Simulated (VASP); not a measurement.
Band structure of CdSe (relaxed from the zinc blende structure, space group F-43m). Computed with PBE GGA, VASP's PBE PAW potentials (set 64) (plane waves; VASP).

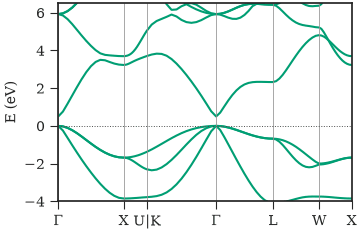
Figure. Bands along high-symmetry lines, zero at the valence-band maximum or, without a gap, the Fermi level

Q: Read the plot: is there a gap, and where are the band edges?

A: The gap is direct, 0.50 eV, from the valence maximum at Γ to the conduction minimum at Γ. (Edges off the drawn lines would not show.)

The structure was generated: CdSe was put into the zinc blende type (F-43m), which need not be its known phase. It was relaxed first.
